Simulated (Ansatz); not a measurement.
# Convergence study of the plane-wave cutoff for SiNi (R3, 8 atoms in the cell)

```
CELL_PARAMETERS angstrom
      4.52621     0.00000     0.00000
      0.00000     4.52621     0.00000
      0.00000     0.00000     4.52621
ATOMIC_POSITIONS crystal
  Si 0.65317 0.15317 0.34683
  Si 0.85321 0.85321 0.85321
  Si 0.15317 0.34683 0.65317
  Si 0.34683 0.65317 0.15317
  Ni 0.35050 0.85050 0.64950
  Ni 0.14950 0.14950 0.14950
  Ni 0.85050 0.64950 0.35050
  Ni 0.64950 0.35050 0.85050
```

Level of theory: LDA (PW92), default PAW files made with PBE (plane waves; Ansatz, an electronic-structure program).

Base settings: basis.ecutwfc = 420 eV; kpoints.mp_grid.grid = 5 5 5; hamiltonian.xc = lda; hamiltonian.pseudopotentials = {kind: paw} (the program's default PAW files); scf.occupations.method = gaussian; scf.occupations.width = 0.1 eV.

The second cell is the first with its lattice scaled by 0.98.

The mesh stays at the base's, so the ladder's end is converged at best in this setting alone.

The first pressure column holds Ansatz's estimate of the finite-basis (Pulay) stress, which hides part of the cutoff error; the other is without it.

Only quantities that move along the ladder and can be compared are tabulated.

The count of work is k-points × plane waves × bands × iterations; it is no time. 

The starting cell comes from a database of computed structures (which also holds hypothetical and non-ambient phases and stackings), without a prior relaxation at this level. Its lattice was rescaled by up to half a per cent. One atom was moved a little off its site on purpose. Spin polarisation is off. In the base run, with a pressure of about -12 GPa the cell is away from its equilibrium volume at this level.

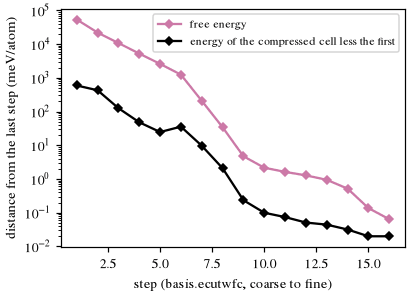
Figure: Distance from the last step along the ladder; very small values are drawn at a floor.

```csv
basis.ecutwfc,free energy less the last step's (meV/atom),energy of the compressed cell less the first (meV/atom),pressure (GPa),pressure without the Pulay estimate (GPa),largest difference of a force vector from the last step's (eV/Å),count of work / last
145 eV,53641.87,-621.71,-5.17,-2666.29,2.504,0.069
170 eV,22032.76,-456.25,-13.82,-1246.81,0.911,0.078
190 eV,10761.49,-154.37,-13.08,-676.27,0.225,0.087
210 eV,5256.02,19.85,-12.41,-370.27,0.315,0.10
230 eV,2593.17,-3.55,-9.11,-207.57,0.157,0.12
250 eV,1243.16,7.43,-9.86,-116.55,0.090,0.14
295 eV,208.41,-18.56,-10.95,-34.91,0.031,0.15
335 eV,34.23,-26.17,-11.50,-16.52,0.009,0.19
380 eV,4.72,-28.02,-11.74,-12.30,0.001,0.23
420 eV,2.16,-28.16,-11.79,-11.87,0.000,0.27
460 eV,1.62,-28.18,-11.79,-11.83,0.000,0.31
505 eV,1.28,-28.20,-11.79,-11.82,0.000,0.35
565 eV,0.95,-28.21,-11.80,-11.83,0.000,0.41
630 eV,0.52,-28.22,-11.80,-11.84,0.000,0.49
735 eV,0.14,-28.25,-11.81,-11.82,0.000,0.62
840 eV,0.06,-28.25,-11.81,-11.81,0.000,0.87
1010 eV,0.00,-28.25,-11.81,-11.81,0.000,1.0
```

Coarsest basis.ecutwfc that holds the pressure without the Pulay estimate within 0.2 GPa of the last step, with all finer ones: 420 eV, at 0.27 of the last step's count of work; the step before is off by 0.49 GPa.

Coarsest basis.ecutwfc that holds the energy of the compressed cell less the first within 1 meV/atom of the last step, with all finer ones: 380 eV, at 0.23 of the last step's count of work; the step before is off by 2.1 meV/atom.

Coarsest basis.ecutwfc that holds the pressure within 0.1 GPa of the last step, with all finer ones: 380 eV, at 0.23 of the last step's count of work; the step before is off by 0.30 GPa.

The energy difference between the two cells stays within 1 meV/atom of the last step's from 380 eV on, the total only from 565 eV on: much of the error is common to both cells and cancels.

At the lowest cutoff the pressure without the Pulay estimate lies 2650 GPa under the last step's, the usual sign of Pulay stress in an incomplete plane-wave basis.

Keys are those of Ansatz 0.2.
